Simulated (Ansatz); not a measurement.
# CH2BN (SMILES BC#N): levels of theory compared

Wanted: a comparison of 6 runs (HF/STO-3G, BHLYP/STO-3G, UB3LYP/STO-3G, CCSD/STO-3G, UCCSD(T)/STO-3G, FCI/STO-3G) of CH2BN. 

Program for the calculation: Ansatz 0.2.0.

73 further runs of the same task are left out: 73 set aside as unsound or not needed.

## (1) The system as given

The species is CH2BN (5 atoms), meant as a singlet with charge 0. SMILES: `BC#N`. The C2–B1 distance was set to 2.282 Å, away from the relaxed value. At this shape a bond of the SMILES string is far longer than usual.

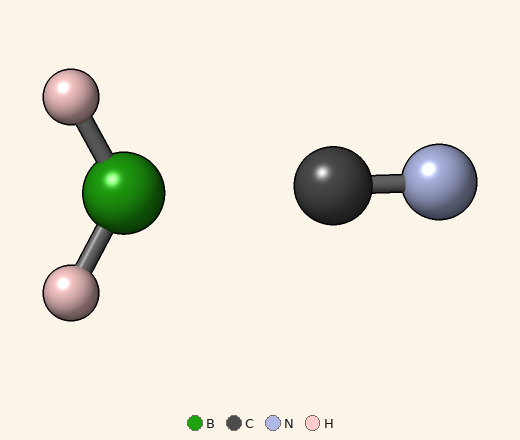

The structure, seen from a chosen angle (boron green, carbon dark grey, nitrogen light blue, hydrogen pink).

## (2) A single-point energy at HF/STO-3G (run 1)

molecule.yaml

```yaml
basis:
  gaussian:
    orbitals: STO-3G
crystal:
  periodic: [false, false, false]
  atoms:
    - {symbol: B, position_ang: [-0.505137, 1.010274, -0.758181]}
    - {symbol: C, position_ang: [0.352700, -0.696700, 0.490700]}
    - {symbol: "N", position_ang: [0.786500, -1.559600, 1.122200]}
    - {symbol: H, position_ang: [-1.030237, 0.756374, -1.793881]}
    - {symbol: H, position_ang: [-0.411837, 2.122974, -0.350981]}
hamiltonian:
  xc: hf
accuracy: high
```

Started as:

```
$ ansatz run molecule.yaml --threads 1 --pin off --max-ram 2610MiB --events-out events.jsonl --progress --plain --runs-dir runs
```

The program printed:

```text
Warning: RAYON_NUM_THREADS=1 ignored (pool sized by the plan → 1); use --threads N
Functional definition: HF
  name "HF"
  exchange = exact_x
  correlation = 0
286 factors; integrals over basis functions are off by at most 1.4e-8 eV
mean field evaluation 1: about -3166.3483 eV, gradient 3.0e1 eV
mean field evaluation 2: about -3166.3493 eV, gradient 3.0e1 eV
mean field evaluation 4: about -3169.8338 eV, gradient 3.9e0 eV
mean field evaluation 8: about -3169.9147 eV, gradient 6.8e-2 eV
mean field -3169.91475298 eV, -116.4922185267 hartree, gradient 1.1e-8 eV, S^2 0.000000; 0 other end points of the search recorded, 0 dependent functions left out
reference -3169.91475298 eV, -116.4922185267 hartree; 10, 10 occupied and 7, 7 virtual orbitals, 286 factors
Total energy: -3169.91475298 eV, -116.4922185267 hartree
```

Run time: 0.08 s. Hardware: 1 thread of Arm Neoverse V1, shared host.

## (3) The energy at BHLYP/STO-3G (run 2)

in.yaml

```yaml
crystal:
  periodic: [false, false, false]
  atoms:
    - {symbol: B, position_ang: [-0.505137, 1.010274, -0.758181]}
    - {symbol: C, position_ang: [0.352700, -0.696700, 0.490700]}
    - {symbol: N, position_ang: [0.786500, -1.559600, 1.122200]}
    - {symbol: H, position_ang: [-1.030237, 0.756374, -1.793881]}
    - {symbol: H, position_ang: [-0.411837, 2.122974, -0.350981]}
basis:
  gaussian:
    orbitals: STO-3G
hamiltonian:
  xc: {name: BHLYP}
accuracy: high
```

Started as:

```
$ ansatz run in.yaml --threads 1 --pin off --max-ram 2610MiB --events-out events.jsonl --progress --plain --runs-dir runs
```

The program printed:

```text
Warning: RAYON_NUM_THREADS=1 ignored (pool sized by the plan → 1); use --threads N
Functional definition: BHLYP
  name "BHLYP"
  parameter a = 0.5
  exchange = (1 - a)*b88_x + a*exact_x
  correlation = lyp_c
286 factors; integrals over basis functions are off by at most 1.4e-8 eV
mean field evaluation 1: about -3184.6922 eV, gradient 2.9e1 eV
mean field evaluation 2: about -3178.4490 eV, gradient 5.9e1 eV
mean field evaluation 4: about -3187.8226 eV, gradient 2.7e0 eV
mean field evaluation 8: about -3187.7724 eV, gradient 7.1e-2 eV
mean field evaluation 16: about -3187.7724 eV, gradient 3.6e-7 eV
mean field -3187.77238208 eV, -117.1484742918 hartree, gradient 4.0e-8 eV, S^2 0.000000; 0 other end points of the search recorded, 0 dependent functions left out
reference -3187.77239954 eV, -117.1484749333 hartree; 10, 10 occupied and 7, 7 virtual orbitals, 286 factors
Total energy: -3187.77239954 eV, -117.1484749333 hartree
```

Wall time 0.87 s (1 thread of Arm Neoverse V1, shared host); peak memory 0.09 GiB.

Runs 3 to 5 aren't shown in full; the table further down has their settings and results.

## (4) A single-point energy at FCI/STO-3G (run 6)

in.yaml

```yaml
crystal:
  periodic: [false, false, false]
  atoms:
    - symbol: B
      position_ang: [-0.505137, 1.010274, -0.758181]
    - symbol: C
      position_ang: [0.352700, -0.696700, 0.490700]
    - symbol: "N"
      position_ang: [0.786500, -1.559600, 1.122200]
    - symbol: H
      position_ang: [-1.030237, 0.756374, -1.793881]
    - symbol: H
      position_ang: [-0.411837, 2.122974, -0.350981]
basis:
  gaussian: {orbitals: STO-3G}
correlation: {method: fci, frozen_orbitals: {B: 1, C: 1, H: 0, "N": 1}}
accuracy: high
```

Started as:

```
$ ansatz run in.yaml --threads 1 --pin off --max-ram 2610MiB --events-out events.jsonl --progress --plain --runs-dir runs
```

The program printed:

```text
Warning: RAYON_NUM_THREADS=1 ignored (pool sized by the plan → 1); use --threads N
Functional definition: HF
  name "HF"
  exchange = exact_x
  correlation = 0
286 factors; integrals over basis functions are off by at most 1.4e-8 eV
mean field evaluation 1: about -3166.3483 eV, gradient 3.0e1 eV
mean field evaluation 2: about -3166.3493 eV, gradient 3.0e1 eV
mean field evaluation 4: about -3169.8338 eV, gradient 3.9e0 eV
mean field evaluation 8: about -3169.9147 eV, gradient 6.8e-2 eV
mean field -3169.91475298 eV, -116.4922185267 hartree, gradient 1.1e-8 eV, S^2 0.000000; 0 other end points of the search recorded, 0 dependent functions left out; unrestricted orbitals would lower it
mean field evaluation 16: about -3169.8470 eV, gradient 3.3e0 eV
3 core orbitals not correlated: weight in the atoms' cores, before any rotation towards them, 1.000 or more for the frozen orbitals, at most 0.000 for the correlated occupied ones
reference -3169.91475298 eV, -116.4922185267 hartree; 7, 7 occupied and 7, 7 virtual orbitals, 286 factors
state -3176.18658629 eV, -116.7227041496 hartree
Total energy: -3176.18658629 eV, -116.7227041496 hartree
```

It took 1.7 min on 1 thread of Arm Neoverse V1, shared host; peak memory 0.93 GiB.

## (5) Overview of the runs

| run | level | frozen core orbitals | energy (Eh) | wall time |
| --- | --- | --- | --- | --- |
| 1 | HF/STO-3G | – | -116.492219 | 0.08 s |
| 2 | BHLYP/STO-3G | – | -117.148475 | 0.87 s |
| 3 | UB3LYP/STO-3G | – | -117.224989 | 1.5 s |
| 4 | CCSD/STO-3G | 3 | -116.715874 | 0.14 s |
| 5 | UCCSD(T)/STO-3G | 3 | -116.718687 | 0.28 s |
| 6 | FCI/STO-3G | 3 | -116.722704 | 1.7 min |

## (6) Summary of results

| quantity | value |
| --- | --- |
| run 6: total energy | -116.72270 Eh |
| run 6: correlation energy (3 core orbitals frozen) | -230.5 mEh |

What this shows: Against full CI in this basis: HF +230.5 mEh; CCSD +6.8 mEh; UCCSD(T) +4.0 mEh. Totals of different functionals can't be ranked against each other. In run 4 the log says that unrestricted orbitals would lower the reference, so the values rest on an unstable closed-shell determinant (other closed-shell runs at this shape may share the fault). In runs 1, 2, 3, 4, 5, 6 the basis is minimal, so the values are rough. Spin contamination of the reference: run 5 ⟨S²⟩ = 0.50. All runs together took 1.8 min, the longest 1.7 min.
